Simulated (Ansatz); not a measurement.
System: WSi2N4/WSi2N4 (MoSi2N4 type bilayer).

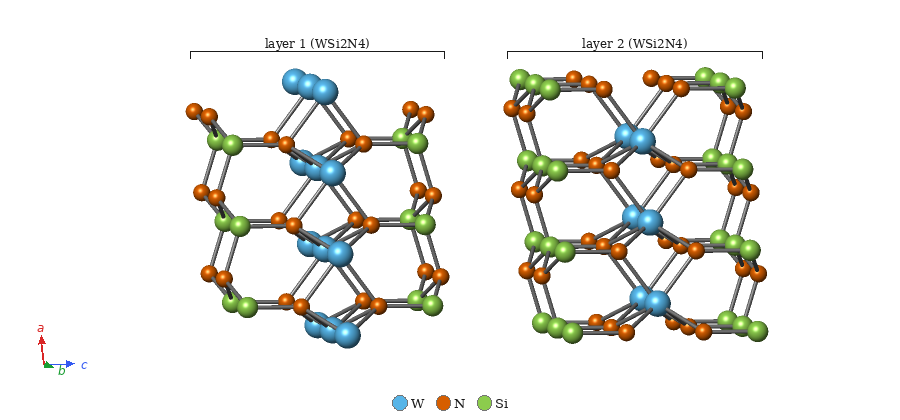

The structure (tungsten blue, nitrogen orange, silicon green). Bonds to atoms that aren't drawn are left out. 3×2×1 cells are drawn. Some periodic images of atoms are drawn too.

The cell holds 14 atoms: 2 W, 8 N and 4 Si. Cell: a = 2.882 Å, b = 2.882 Å, c = 57.600 Å, α = 90.0°, β = 90.0°, γ = 120.0°. It derives from N4Si2W1. Regions: layer 1 (WSi2N4), 7 atoms (1 W, 4 N and 2 Si); layer 2 (WSi2N4), 7 atoms (1 W, 4 N and 2 Si). Vacuum lies along c.

```xyz
14
Lattice="2.8823 0.0000 0.0000 -1.4412 2.4961 0.0000 0.0000 0.0000 57.6000" Properties=species:S:1:pos:R:3
W     0.0000    0.0000   23.6930
N     0.0000    1.6641   24.9350
N     0.0000    1.6641   22.4502
Si    0.0000    1.6641   26.6688
Si    0.0000    1.6641   20.7152
N     1.4412    0.8320   27.1732
N     1.4412    0.8320   20.2070
W     0.0000    1.6641   33.9070
N     0.0000    0.0000   35.1498
N     0.0000    0.0000   32.6650
Si    0.0000    0.0000   36.8848
Si    0.0000    0.0000   30.9312
N     1.4412    0.8320   37.3930
N     1.4412    0.8320   30.4268
```

The structure was relaxed with PBEsol-D3(BJ). At the settings of the band run the largest force is still 0.09 eV/Å. The runs that relaxed it are not among those shown. Spin-orbit coupling is left out unless a run names it.

Gaps computed with Ansatz 0.2.0 without a self-energy: PBEsol 2.05 eV.

Q: What gap should G0W0 on PBEsol give (9×9×1 mesh, 611 empty bands, screening to 75 eV, PAW set soft_1 files)?

About 2.89 eV: on its mesh the run moves the gap from 2.05 eV by +0.83 eV. Bands and cutoff are finite, so the gap is not at the basis limit. The miss can reach some tenths of an eV and take either sign; the mesh is an error of its own. The mesh in the plane is coarse for a sheet; gap and any exciton binding can still move on denser ones. The many-body steps are scalar-relativistic: spin-orbit coupling is not in them.

[Paths, hosts, dates, memory and timing lines, banners, echoed tables and standing remarks are left out of the program output.]

[Logs are printed without paths, hosts, clocks, repeated set-up lines and the standing remarks that a program may print on its own settings, such as how far it seeks lower states.]

[Runs of the session that timed out or met a known fault of the program may be left out.]

[Cells called generated may have been cut or substituted from an entry of the Crystallography Open Database or the Materials Project.]

[Hosts, paths, dates, database ids (printed as entryN), source tags and the programs' standing remarks are cut or masked in the printed files.]
